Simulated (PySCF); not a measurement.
# C₂H₁₁FO₂Si₄: what the fields show

```json
{"atom": "C", "x (Å)": "-3.5539", "y (Å)": "-0.3602", "z (Å)": "0.8229"}
{"atom": "C", "x (Å)": "-2.3720", "y (Å)": "-0.9149", "z (Å)": "1.0462"}
{"atom": "Si", "x (Å)": "-0.9588", "y (Å)": "-0.9427", "z (Å)": "-0.2090"}
{"atom": "O", "x (Å)": "-1.4776", "y (Å)": "-0.4372", "z (Å)": "-1.6759"}
{"atom": "Si", "x (Å)": "0.6909", "y (Å)": "0.6127", "z (Å)": "0.1581"}
{"atom": "F", "x (Å)": "0.5786", "y (Å)": "0.9861", "z (Å)": "1.7462"}
{"atom": "Si", "x (Å)": "0.9987", "y (Å)": "2.5976", "z (Å)": "-0.9941"}
{"atom": "O", "x (Å)": "2.1344", "y (Å)": "-0.1398", "z (Å)": "0.0901"}
{"atom": "Si", "x (Å)": "3.2642", "y (Å)": "-1.2549", "z (Å)": "0.4004"}
{"atom": "H", "x (Å)": "-4.3407", "y (Å)": "-0.3314", "z (Å)": "1.5619"}
{"atom": "H", "x (Å)": "-3.7900", "y (Å)": "0.0983", "z (Å)": "-0.1252"}
{"atom": "H", "x (Å)": "-2.1912", "y (Å)": "-1.3488", "z (Å)": "2.0215"}
{"atom": "H", "x (Å)": "-0.5790", "y (Å)": "-2.3701", "z (Å)": "-0.3013"}
{"atom": "H", "x (Å)": "-2.2468", "y (Å)": "-0.8157", "z (Å)": "-2.0934"}
{"atom": "H", "x (Å)": "0.3096", "y (Å)": "3.7268", "z (Å)": "-0.3529"}
{"atom": "H", "x (Å)": "2.3982", "y (Å)": "3.0199", "z (Å)": "-1.1479"}
{"atom": "H", "x (Å)": "0.4473", "y (Å)": "2.5051", "z (Å)": "-2.3522"}
{"atom": "H", "x (Å)": "2.9127", "y (Å)": "-2.4325", "z (Å)": "-0.3948"}
{"atom": "H", "x (Å)": "4.5128", "y (Å)": "-0.6329", "z (Å)": "-0.0336"}
{"atom": "H", "x (Å)": "3.2575", "y (Å)": "-1.5547", "z (Å)": "1.8300"}
```

Geometry: GFN2-xTB.

These are results of PySCF, PBE0/pcSseg-1, SCF density, gas phase, non-relativistic, not measurements.

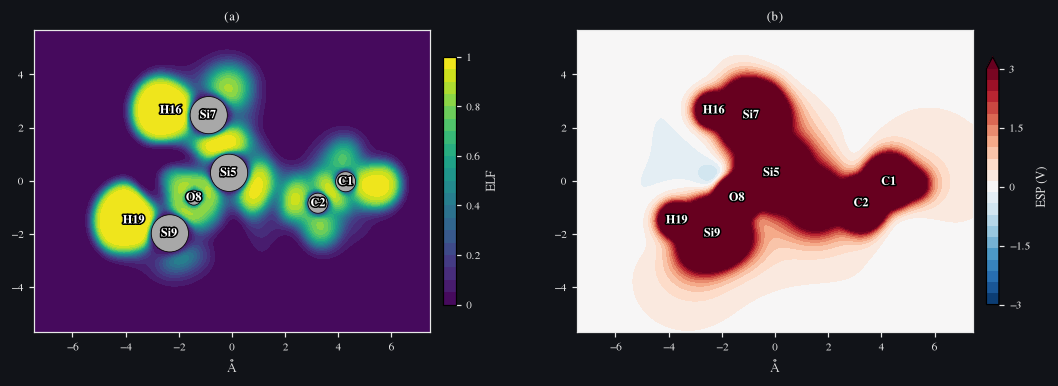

Figure 1. (a) electron localisation function; (b) molecular electrostatic potential on the plane of atoms O8, Si9 and H19. Grey discs cover the atomic cores in the ELF map.

> What do the fields say about this system?

Atoms in the plane: C, Si, O and H.
C–C (1.32 Å): the ELF peaks at about 0.90 between the atoms; a multiple bond.
Si–O (1.62 Å): the ELF peaks at about 0.85 between the atoms (a polar covalent bond).
Si–Si (2.32 Å): the ELF peaks at about 1 between the atoms (a shared electron pair).
The ELF also peaks beside O8, away from the bonds: lone-pair regions.
Outside the dense part of the molecule the potential is most negative (−0.7 V) near O8.

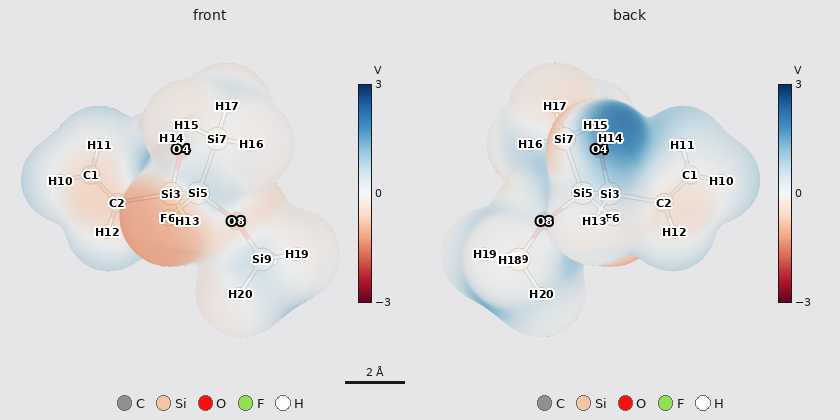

Figure 2. The electrostatic potential painted on the density surface at 0.001 e/bohr³, seen from the front and from behind; red is negative and blue positive.

> Describe the electrostatic potential map.

The most negative region (about −1.1 V, or −25 kcal/mol for a unit charge) lies over F6, the most positive (about +2.1 V, or +48 kcal/mol for a unit charge) over H14.

> How polar is the molecule by this calculation?

Its dipole moment is 2.32 D.
